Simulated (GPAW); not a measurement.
**How TiO2 (Anatase) absorbs and reflects light**

Aim: the dielectric function of TiO2 (Anatase), and the optical constants that follow from it.

Method: DFT, PBE, plane-wave PAW (GPAW data sets), scalar-relativistic, RPA, optical limit, in GPAW 26.7.0.

### 1. The structure

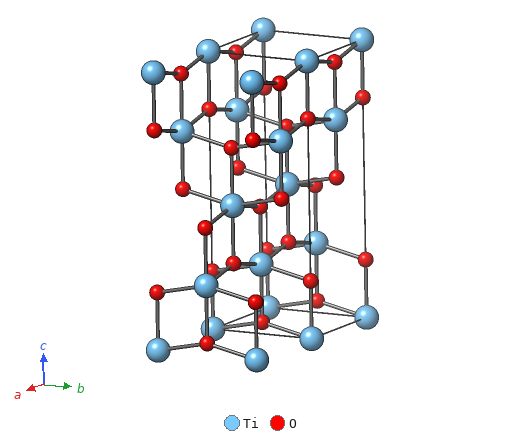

The starting structure, seen slightly off an axis (titanium blue, oxygen red). 2×1×1 cells are drawn. This picture shows the conventional cell, with its axes. Some periodic images of atoms are drawn too.

### 2. Ground state

The self-consistent density comes first; it also tells whether there is a gap, which decides the occupations and the need for a Drude term.

This step: DFT, PBE, plane-wave PAW (GPAW data sets), scalar-relativistic, ground state (GPAW 26.7.0).

File gs.py:

```python
from ase import Atoms
from ase.dft.bandgap import bandgap
from gpaw import GPAW, PW, FermiDirac

atoms = Atoms(['Ti', 'Ti', 'O', 'O', 'O', 'O'],
              cell=[[-1.892100000000, 1.892100000000, 4.757300000000],
                    [1.892100000000, -1.892100000000, 4.757300000000],
                    [1.892100000000, 1.892100000000, -4.757300000000]],
              scaled_positions=[[0.750000000000, 0.250000000000, 0.500000000000],
                                [0.000000000000, 0.000000000000, 0.000000000000],
                                [0.791900000000, 0.791900000000, 0.000000000000],
                                [0.541900000000, 0.041900000000, 0.500000000000],
                                [0.958100000000, 0.458100000000, 0.500000000000],
                                [0.208100000000, 0.208100000000, 0.000000000000]],
              pbc=[True, True, True])
atoms.calc = GPAW(mode=PW(400), xc='PBE', kpts={'size': (8, 8, 8), 'gamma': True},
                  occupations=FermiDirac(0.05), maxiter=150, txt='gs.txt')
print('energy (eV)', atoms.get_potential_energy())
print('Fermi level (eV)', atoms.calc.get_fermi_level())
print('valence electrons', atoms.calc.get_number_of_electrons())
print('gap (eV)', bandgap(atoms.calc, output=None)[0])
print('direct gap (eV)', bandgap(atoms.calc, direct=True, output=None)[0])
atoms.calc.write('gs.gpw')
```

Run with:

```sh
OMP_NUM_THREADS=1 python gs.py
```

Numbers of over 12 decimals in the logs are rounded to 6 here.

Output:

```text
__  _  _
 | _ |_)|_||  |
 |__||  | ||/\| - 26.7.0

Versions:
  Python: 3.12.14
  ASE:    3.29.0
  Numpy:  2.5.5
  Scipy:  1.18.1
  Libxc:  7.0.0

Input parameters:
  mode=PW(ecut=400.0),
  kpts=MonkhorstPack(size=(8, 8, 8), gamma=True),
  maxiter=150,
  occupations=Occupations(name='fermi-dirac', width=0.05, fixmagmom=False),
  xc=XC(name='PBE')

Diagonalizing LCAO Hamiltonian
Converting LCAO to pw mode

       O

         O

         Ti

       O O

       Ti

Atoms  # Å, Bohr magnetons
|   | symbol |         x |         y |        z |    initial magnetic moments |
| 0 |     Ti |  0.000000 |  1.892100 | 2.378650 | ( 0.0000,  0.0000,  0.0000) |
| 1 |     Ti |  0.000000 |  0.000000 | 0.000000 | ( 0.0000,  0.0000,  0.0000) |
| 2 |      O | -0.000000 |  0.000000 | 7.534612 | ( 0.0000,  0.0000,  0.0000) |
| 3 |      O |  0.000000 |  1.892100 | 0.398662 | ( 0.0000,  0.0000,  0.0000) |
| 4 |      O |  0.000000 |  1.892100 | 4.358638 | ( 0.0000,  0.0000,  0.0000) |
| 5 |      O |  0.000000 | -0.000000 | 1.979988 | ( 0.0000,  0.0000,  0.0000) |

Unit cell  # Å
| periodic |         x |         y |         z |  lengths |     angles |
|      yes | -1.892100 |  1.892100 |  4.757300 | 5.458204 | 139.434593 |
|      yes |  1.892100 | -1.892100 |  4.757300 | 5.458204 | 139.434593 |
|      yes |  1.892100 |  1.892100 | -4.757300 | 5.458204 |  58.712803 |

Number of symmetries: 8
Symmetry operations  # r_c * U_cc + t_c -> r_c
|   | kind |            matrix            |
| 0 |  σ   |  1, 1, 1,  0, 0,-1,  0,-1, 0 |
| 1 |  E   |  1, 0, 0,  0, 1, 0,  0, 0, 1 |
| 2 |  C2  |  0, 1, 0,  1, 0, 0, -1,-1,-1 |
| 3 |  S4  |  0, 0, 1, -1,-1,-1,  0, 1, 0 |
| 4 |  σ   |  0, 0,-1,  1, 1, 1, -1, 0, 0 |
| 5 |  C2  |  0,-1, 0, -1, 0, 0,  0, 0,-1 |
| 6 |  C2  | -1, 0, 0,  0,-1, 0,  1, 1, 1 |
| 7 |  S4  | -1,-1,-1,  0, 0, 1,  1, 0, 0 |

BZ-sampling:
  Number of BZ points: 512
  Number of IBZ points: 59

  Monkhorst-Pack size: [8, 8, 8]
  Monkhorst-Pack shift: [0.0625, 0.0625, 0.0625]

K-points  # in reciprocal-cell coordinates
|     |                                coordinates |     weight |
|   0 | (  0.00000000,   0.00000000,   0.00000000) | 0.00195312 |
|   1 | (  0.12500000,  -0.12500000,   0.00000000) | 0.00781250 |
|   2 | (  0.12500000,  -0.12500000,   0.12500000) | 0.00781250 |
|   3 | (  0.12500000,   0.00000000,   0.00000000) | 0.01562500 |
|   4 | (  0.12500000,   0.12500000,  -0.12500000) | 0.00390625 |
|   5 | (  0.25000000,  -0.25000000,   0.00000000) | 0.00781250 |
|   6 | (  0.25000000,  -0.25000000,   0.12500000) | 0.01562500 |
|   7 | (  0.25000000,  -0.25000000,   0.25000000) | 0.00781250 |
|   8 | (  0.25000000,  -0.12500000,   0.00000000) | 0.03125000 |
|   9 | (  0.25000000,  -0.12500000,   0.12500000) | 0.01562500 |
| ... |                                            |            |
|  58 | (  0.50000000,   0.50000000,   0.50000000) | 0.00195312 |

Plane wave coefficients: 1256
Cutoff: 400.0 eV

Spin-components: 1 (collinear spins)
Bands:           33
Projectors:      32
Spin-degeneracy: 2
Datatype:        complex128

Parallelization:
  kpt:    1
  domain: 1
  band:   1

Density:
  Valence electrons: 48.0
  Components: 1
  Grid points: [27 27 27]
  Charge: 0.0  # |e|

Potential:
  Grid points: [27 27 27]

species:
  Ti:
    name:    Titanium
    id:
    Z:       22.0
    valence: 12
    core:    10
    charge:  0.0  # [|e|]
    compensation charges:
      type: gauss
      rc: 0.38  # [Å]
      lmax: 2
    cutoffs:
      filter: 2.23  # [Å]
      core: 1.02  # [Å]
    projectors
    | kind |    occ | energy [eV] | rcut [Å] |
    |   3s |  2.000 |     -62.623 |    1.270 |
    |   4s |  2.000 |      -4.466 |    1.270 |
    |   3p |  6.000 |     -38.862 |    1.058 |
    |   4p |  0.000 |      -1.466 |    1.058 |
    |   3d |  2.000 |      -4.258 |    1.058 |
    |    d |        |      22.953 |    1.058 |

    Using partial waves for Ti as LCAO basis

  O:
    name:    Oxygen
    id:
    Z:       8.0
    valence: 6
    core:    2
    charge:  0.0  # [|e|]
    compensation charges:
      type: gauss
      rc: 0.21  # [Å]
      lmax: 2
    cutoffs:
      filter: 1.17  # [Å]
      core: 0.83  # [Å]
    projectors
    | kind |    occ | energy [eV] | rcut [Å] |
    |   2s |  2.000 |     -23.961 |    0.688 |
    |   2p |  4.000 |      -9.029 |    0.598 |
    |    s |        |       3.251 |    0.688 |
    |    p |        |      18.182 |    0.598 |
    |    d |        |       0.000 |    0.619 |

    Using partial waves for O as LCAO basis

Reference energy: -54611.437768  # eV

eigensolver:
  PPCG
  Converge bands: occupied
  niter=2

density mixing:
  MSR1-Mixer
  Pratt-step length: 0.05
  Maximum mixing coefficient: 0.75
  Old densities: 10
  SVD Regularization: 0.005
  Good broyden scale: 1.0
  Trust region scale: 1.0
  Backstep threshold: 4.0
  History deletion threshold: 6.0
  Fourier metric: weight=20.0, sigma=0.015

occupation numbers:
  Fermi-Dirac:
    width: 0.0500  # eV

poisson solver:
  ecut: 3200.0  # eV

xc functional:
  name: PBE with 2 nearest neighbor stencil

convergence criteria:
- Maximum [total energy] change in last 3 cyles: 0.0005 eV / valence electron
- Maximum integral of absolute [dens]ity change: 0.0001 electrons / valence electron
- Maximum integral of absolute [eigenst]ate change: 4e-08 eV^2 / valence electron
maximum number of iterations: 150

SCF iterations
|iter     |      energy | eigst |  dens |
|iter:   1||  -52.225818 | -0.30 |       |
|iter:   2||  -49.833378 | -1.43 | -0.82 |
|iter:   3||  -45.105205 | -0.05 | -0.88 |
|iter:   4||  -44.834599 | -1.26 | -1.39 |
|iter:   5||  -44.811570 | -1.97 | -1.58 |
|iter:   6||  -44.796782 | -3.14 | -2.16 |
|iter:   7||  -44.796923c| -3.80 | -2.84 |
|iter:   8||  -44.796906c| -5.01 | -3.26 |
|iter:   9||  -44.796904c| -5.74 | -3.74 |
|iter:  10||  -44.796907c| -7.03 | -4.07c|
|iter:  11||  -44.796908c| -8.30c| -4.86c|

Converged in 11 steps
SCF loop duration: 75.291 s (6.845 s/step)
Energy contributions relative to reference atoms: (reference = -54611.437768)

Energy contributions:
  Kinetic:          22.474734
  Coulomb:         -25.599062
  Zero:              0.110830
  External:          0.000000
  Xc:              -41.783409
  Entropy:          -0.000000
  Spinorbit:         0.000000
  ----------------------------
  Free energy:     -44.796908
  Extrapolated:    -44.796908

dipole moment: (-26.740784, -6.892856, 11.579520)  # |e|*Ang

Fermi level: 5.151
Eigenvalues  # (at kpt = [0.000, 0.000, 0.000])
| band index |      eig [eV] | occ [0-2] |
|          0 |       -52.147 |     2.000 |
|        ... |               |           |
|         16 |         2.087 |     2.000 |
|         17 |         2.087 |     2.000 |
|         18 |         2.141 |     2.000 |
|         19 |         3.441 |     2.000 |
|         20 |         3.441 |     2.000 |
|         21 |         3.484 |     2.000 |
|         22 |         3.692 |     2.000 |
|         23 |         3.693 |     2.000 |
|         24 |         6.317 |     0.000 |
|         25 |         7.066 |     0.000 |
|         26 |         8.217 |     0.000 |
|         27 |         8.217 |     0.000 |
|         28 |         8.241 |     0.000 |
|         29 |         8.241 |     0.000 |
|         30 |         9.222 |     0.000 |
|         31 |         9.519 |     0.000 |
|         32 |        10.524 |     0.000 |

Gap: 2.196 eV
Transition (v -> c):
  (s=0, k=15, n=23, [0.38, -0.38, 0.00]) -> (s=0, k=0, n=24, [0.00, 0.00, 0.00])
Direct/indirect transitions are different
Direct gap: 2.490 eV
Transition at: (s=0, k=34, n=23, [0.38, 0.38, -0.38])

--- standard output ---
energy (eV) -44.796908
Fermi level (eV) 5.151466
valence electrons 48.0
gap (eV) 2.196176
direct gap (eV) 2.489856
```

Run time: 85 s. Hardware: 1 thread of Arm Neoverse V2, shared host; peak memory 0.22 GiB.

Numbers from this step:

```
energy                 : -44.80 eV
Fermi energy           : 5.151 eV
gap on the k-mesh      : 2.196 eV
direct gap on the mesh : 2.490 eV
electrons              : 48
```

There is a gap, 2.20 eV on this mesh (points off the mesh can give less), so no carriers' term is needed.

### 3. Bands for the response

The response needs many more empty bands than the density does.

This step: DFT, PBE, plane-wave PAW (GPAW data sets), scalar-relativistic, bands at fixed density (GPAW 26.7.0).

File nscf.py:

```python
from ase.dft.bandgap import bandgap
from gpaw import GPAW, FermiDirac

calc = GPAW('gs.gpw').fixed_density(kpts={'size': (10, 10, 10), 'gamma': True}, nbands=54, convergence={'bands': 48},
                                    occupations=FermiDirac(0.001), txt='nscf.txt')
print('gap (eV)', bandgap(calc, output=None)[0])
print('direct gap (eV)', bandgap(calc, direct=True, output=None)[0])
print('top band over the Fermi level (eV)', min(calc.get_eigenvalues(kpt=k)[47] for k in range(len(calc.get_ibz_k_points()))) - calc.get_fermi_level())
calc.write('full.gpw', mode='all')
```

Run with:

```sh
OMP_NUM_THREADS=1 python nscf.py
```

Output:

```text
Diagonalizing LCAO Hamiltonian
Converting LCAO to pw mode
convergence criteria:
- Maximum integral of absolute [eigenst]ate change: 4e-08 eV^2 / valence electron
maximum number of iterations: 150

SCF iterations
|iter     |      energy | eigst |  dens |
|iter:   1||             | +2.30 |       |
|iter:   2||             | +1.23 |       |
|iter:   3||             | -0.04 |       |
|iter:   4||             | -1.19 |       |
|iter:   5||             | -2.22 |       |
|iter:   6||             | -3.29 |       |
|iter:   7||             | -4.29 |       |
|iter:   8||             | -5.38 |       |
|iter:   9||             | -6.35 |       |
|iter:  10||             | -7.31 |       |
|iter:  11||             | -7.94c|       |
SCF steps: 11
  __  _  _
 | _ |_)|_||  |
 |__||  | ||/\| - 26.7.0

Versions:
  Python: 3.12.14
  ASE:    3.29.0
  Numpy:  2.5.5
  Scipy:  1.18.1
  Libxc:  7.0.0

Input parameters:
  mode=PW(ecut=400.0),
  convergence={'bands': 48},
  gpts=array([27, 27, 27]),
  kpts=MonkhorstPack(size=(10, 10, 10), gamma=True),
  maxiter=150,
  nbands=54,
  occupations=Occupations(name='fermi-dirac', width=0.001, fixmagmom=False),
  parallel={},
  xc=XC(name='PBE')

--- standard output ---
gap (eV) 2.168666
direct gap (eV) 2.473707
top band over the Fermi level (eV) 20.300278
```

The job ended after 3.2 min (1 thread; peak memory 0.33 GiB).

This step gave:

```
gap on the k-mesh      : 2.169 eV
direct gap on the mesh : 2.474 eV
```

### 4. Dielectric function, RPA

Local fields let the induced charge screen the field inside the cell, which as a rule lowers ε, most along directions where the density is uneven.

This step: DFT, PBE, plane-wave PAW (GPAW data sets), scalar-relativistic, RPA, optical limit (GPAW 26.7.0).

File df.py:

```python
from gpaw.response.df import DielectricFunction

df = DielectricFunction('full.gpw', frequencies={'type': 'nonlinear', 'domega0': 0.03, 'omega2': 8},
                        ecut=50,
                        eta=0.15,
                        nbands=48,
                        txt='df.txt')
for direction in ['x', 'z']:
    df.get_dielectric_function(xc='RPA', direction=direction, filename=f'df_{direction}.csv')
```

Run with:

```sh
OMP_NUM_THREADS=1 python df.py
```

Output:

```text
Using integrator: PointIntegrator
NonLinearFrequencyDescriptor(from 0.000 to 80.325 eV, 520 points)
Nonperiodic BCs:  [False False False]
Using integrator: PointIntegrator
NonLinearFrequencyDescriptor(from 0.000 to 80.325 eV, 520 points)
Nonperiodic BCs:  [False False False]

Calculating chi0 body with:
    Ground state adapter containing:
    Number of spins: 1
    Number of kpoints: 1000
    Number of irreducible kpoints: 102
    Number of completely occupied states: 24
    Number of partially occupied states: 24

    Linear response parametrization:
    q_c: [0.0, 0.0, 0.0]
    Number of frequency points: 520
    Planewave cutoff: 50.0
    Number of bands: 48
    Number of planewaves: 53
    Broadening (eta): 0.15

Integrating chi0 body.

Symmetries of q_c:
    Direct symmetries (Uq -> q): 8
    Indirect symmetries (TUq -> q): 8
In total 16 allowed symmetries.

102 groups of equivalent kpoints. 89.8% reduction.

Integral kind: spectral function

Calculating chi0 optical extensions with:
    Ground state adapter containing:
    Number of spins: 1
    Number of kpoints: 1000
    Number of irreducible kpoints: 102
    Number of completely occupied states: 24
    Number of partially occupied states: 24

    Linear response parametrization:
    Number of frequency points: 520
    Planewave cutoff: 50.0
    Number of bands: 48
    Number of planewaves: 53
    Broadening (eta): 0.15
Integrating chi0 head and wings.

Symmetries of q_c:
    Direct symmetries (Uq -> q): 8
    Indirect symmetries (TUq -> q): 8
In total 16 allowed symmetries.

102 groups of equivalent kpoints. 89.8% reduction.

Integral kind: spectral function wings
```

Elapsed: 46 s, on 1 thread; peak memory 0.3 GiB.

Read-outs, printed or worked out from the files:

| Property | Result |
| --- | --- |
| electronic dielectric constant ε∞, mean over x, y and z (by symmetry where fewer were run) | 5.929 |

Some rows of df_x.csv (energy; Re and Im without local fields; Re and Im with them):

```text
0.000000, 6.208356, -0.000000, 6.093170, 0.000000
0.555532, 6.279669, 0.039619, 6.161885, 0.038153
1.143969, 6.534142, 0.095196, 6.406595, 0.091380
1.768324, 7.125598, 0.211192, 6.972458, 0.201251
2.431988, 8.658064, 1.011626, 8.423416, 0.949606
3.138794, 9.189952, 3.095131, 8.948329, 2.840882
3.893091, 7.077402, 7.851405, 7.446554, 7.434563
4.699832, 4.214279, 6.848634, 4.434287, 6.911973
5.564682, 0.577605, 4.890753, 0.535818, 5.328869
6.494155, 2.305577, 5.026034, 2.103251, 5.159975
7.495775, -0.683046, 5.837254, -0.856269, 5.874458
8.578281, -0.228165, 2.651298, -0.505468, 2.706143
9.751884, -0.503553, 1.688580, -0.686351, 1.611174
11.028587, 0.154960, 1.200769, 0.006856, 1.086075
12.422601, 0.419529, 1.126131, 0.331169, 0.983820
13.950874, 0.728467, 1.017339, 0.730597, 0.872920
15.633783, 0.797806, 1.221190, 0.809466, 1.142544
17.496047, 0.706552, 1.116533, 0.675857, 1.029299
19.567954, 0.856592, 1.250130, 0.856275, 1.004704
```

The Im ε has structure finer than the step of the table below, so its rows give means over 1 eV, whole bins alone (the curve runs from 0 to 20.2 eV). Peaks (eV: height): E ∥ x 4.2: 8.07, 5.0: 8.24, 7.4: 6.18; E ∥ z 3.6: 6.87, 4.2: 7.27, 5.9: 4.19, 8.1: 8.02.

Sum at mesh points, not converged in k; values under the direct gap are tails of Lorentzian lines. Table of Im ε by photon energy; means over each step:

```csv
photon energy (eV),E ∥ x,E ∥ z
1,0.0798,0.0592
2,0.395,0.197
3,2.85,2.40
4,7.17,6.34
5,7.18,3.66
6,4.60,3.41
7,5.59,4.57
8,3.85,7.47
9,2.60,5.65
10,1.57,2.15
11,1.13,0.873
12,1.05,0.670
13,0.885,0.699
14,0.872,0.890
15,0.979,1.12
16,1.08,0.926
17,1.04,0.927
18,0.905,0.880
19,0.926,0.926
```

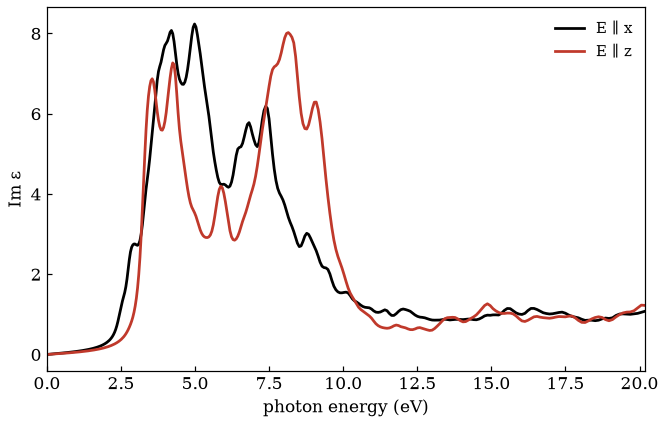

Im ε, plotted against photon energy.

The reflectivity at normal incidence has structure finer than the step of the table below, so its rows give means over 2 eV, whole bins alone (the curve runs from 0 to 20.2 eV). Peaks (eV: height): E ∥ x 5.1: 34.0, 7.6: 37.9, 9.6: 33.1; E ∥ z 3.4: 31.0, 10.2: 55.5.

Sum at mesh points, not converged in k. Table of reflectivity at normal incidence by photon energy; means over each step:

```csv
photon energy (eV),E ∥ x (%),E ∥ z (%)
2,21.8,19.7
4,30.1,26.9
6,27.3,18.2
8,32.5,32.8
10,26.6,51.3
12,11.0,22.3
14,5.17,5.51
16,5.95,6.35
18,5.35,4.94
```

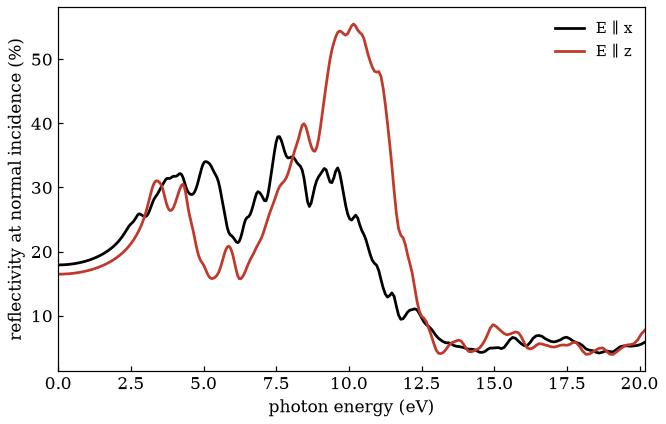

Reflectivity at normal incidence, plotted against photon energy.

The loss function −Im 1/ε at q → 0 has structure finer than the step of the table below, so its rows give means over 1 eV, whole bins alone (the curve runs from 0 to 20.2 eV). Peaks (eV: height): E ∥ x 11.6: 0.959, 12.5: 0.918, 17.7: 0.700; E ∥ z 12.3: 1.56, 15.9: 0.807.

Sum at mesh points, not converged in k; values under the direct gap are tails of Lorentzian lines. The loss function −Im 1/ε at q → 0 by energy loss; means over each step:

```csv
energy loss (eV),E ∥ x,E ∥ z
1,0.00194,0.00174
2,0.00655,0.00446
3,0.0312,0.0223
4,0.0750,0.0970
5,0.121,0.171
6,0.192,0.140
7,0.170,0.104
8,0.249,0.122
9,0.356,0.156
10,0.587,0.213
11,0.873,0.606
12,0.864,1.41
13,0.836,0.947
14,0.666,0.676
15,0.552,0.646
16,0.584,0.724
17,0.641,0.657
18,0.677,0.646
19,0.568,0.565
```

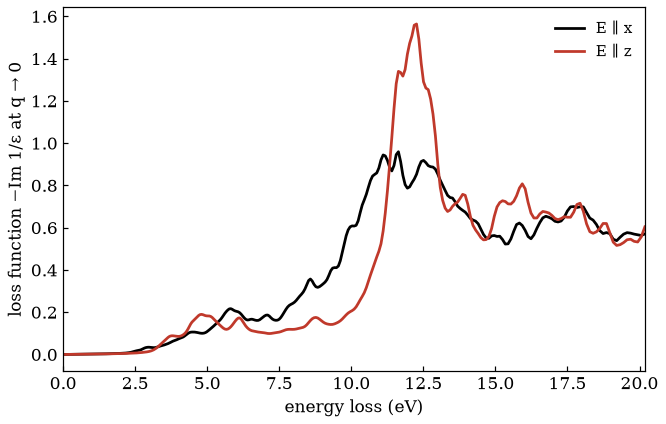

Loss function −Im 1/ε at q → 0, plotted against energy loss.

The Im ε, E ∥ x has structure finer than the step of the table below, so its rows give means over 1 eV, whole bins alone (the curve runs from 0 to 20.2 eV). Peaks (eV: height): without local fields 4.2: 8.16, 5.0: 8.08, 7.4: 6.17; with local fields 4.2: 8.07, 5.0: 8.24, 7.4: 6.18.

Sum at mesh points, not converged in k; values under the direct gap are tails of Lorentzian lines. The Im ε, E ∥ x by photon energy; means over each step:

```csv
photon energy (eV),without local fields,with local fields
1,0.0832,0.0798
2,0.418,0.395
3,3.11,2.85
4,7.43,7.17
5,6.96,7.18
6,4.35,4.60
7,5.54,5.59
8,3.80,3.85
9,2.63,2.60
10,1.65,1.57
11,1.26,1.13
12,1.20,1.05
13,1.05,0.885
14,1.02,0.872
15,1.07,0.979
16,1.17,1.08
17,1.14,1.04
18,1.01,0.905
19,1.11,0.926
```

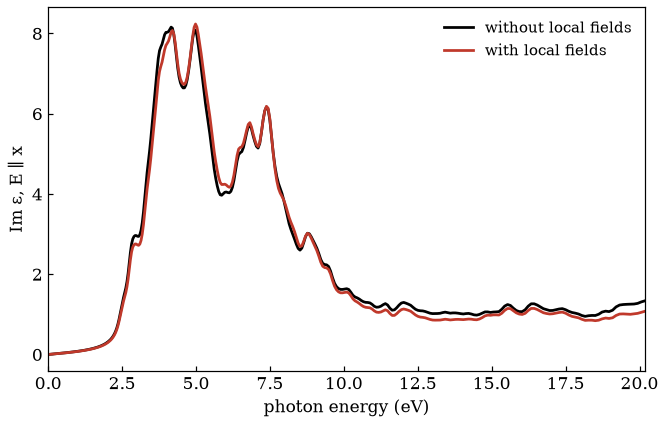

Im ε, E ∥ x against photon energy.

From ε follow the optical constants at some laser and lamp lines:

```csv
wavelength (nm),n x,k x,R (%) x,1/α x,n z,k z,R (%) z,1/α z
1064,2.53,0.019,18.8,4.6 µm,2.42,0.014,17.2,5.9 µm
800,2.59,0.029,19.7,2.2 µm,2.46,0.022,17.9,2.9 µm
532,2.86,0.114,23.2,372 nm,2.64,0.053,20.3,794 nm
450,3.02,0.367,25.8,98 nm,2.84,0.113,23.1,318 nm
405,2.97,0.458,25.7,70 nm,3.13,0.270,26.9,119 nm
308,2.89,1.341,31.7,18 nm,2.67,1.132,27.6,22 nm
193,1.98,1.279,24.7,12 nm,2.10,0.697,16.8,22 nm
```

Below the direct gap, k and the depth come from the tails of the Lorentzian lines, not from transitions.

Rows near the edge hang on the gap, which this functional as a rule makes too small, and phonon-assisted absorption is left out.

### 5. Results

| Quantity | Value |
| --- | --- |
| electronic dielectric constant ε∞, mean over x, y and z (by symmetry where fewer were run) (RPA) | 5.93 |

**Reading.** At this level (PBE, RPA) TiO2 has a mean ε∞ = 5.93 and n = 2.50 at 1550 nm (E ∥ x). On the mesh the gap is 2.17 eV and the least direct gap 2.47 eV, so on this mesh the band edges lie at different points. Local fields change the static value along x from 6.21 to 6.09 (-2 %). The static values by axis are 6.09 (x), 5.60 (z). Excitons and phonon-assisted transitions are missing; PBE gaps are as a rule too small, which pulls the onset down and ε∞ up. The curves end at 20 eV, about where the summed bands run out. In this version of GPAW the matrix elements of the optical limit are incomplete, which can lower ε − 1 by up to a tenth where first-row anions or d states rule, and shift it by more in d metals. The sum runs over mesh points 0.23 Å⁻¹ apart with no interpolation, so peaks are partly noise of the mesh and static values carry its error.

[Machine, clock and banner lines and Python warnings are left out of the logs.]

[Logs are printed without paths, hosts, clocks, repeated set-up lines and the standing remarks that a program may print on its own settings, such as how far it seeks lower states.]

[Hosts, paths, dates, database ids (printed as entryN), source tags and the programs' standing remarks are cut or masked in the printed files.]
